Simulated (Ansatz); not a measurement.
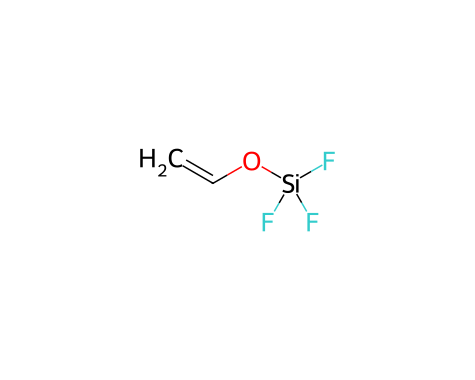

Structural formula above. Computed geometry: PBE0-D4/def2-TZVP optimisation. No frequency run is at hand to confirm it as a minimum.

Describe the 3D structure.

Formula C2H3F3OSi. As SMILES it reads `C=CO[Si](F)(F)F`. It has no ring. Among its groups: alkene, Si–O bond. The point group is Cs. Coordination: 2 C trigonal planar; 1 O bent; 1 Si tetrahedral.

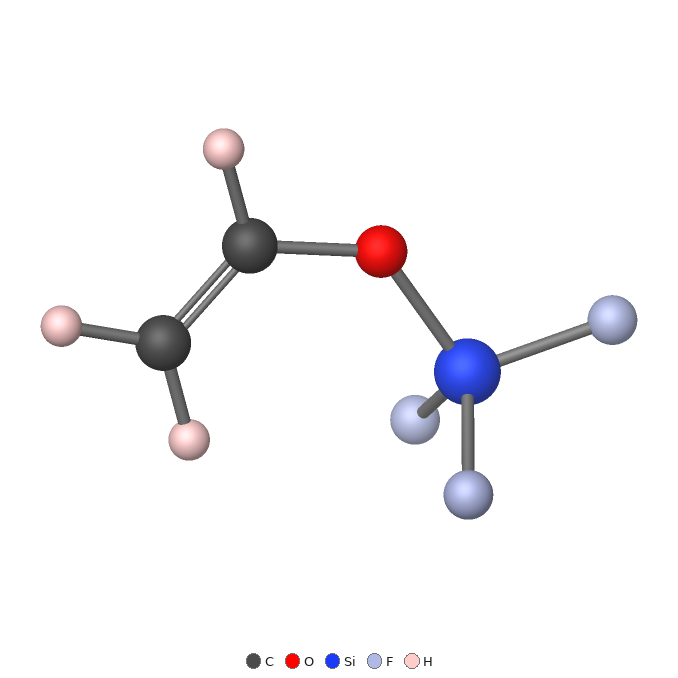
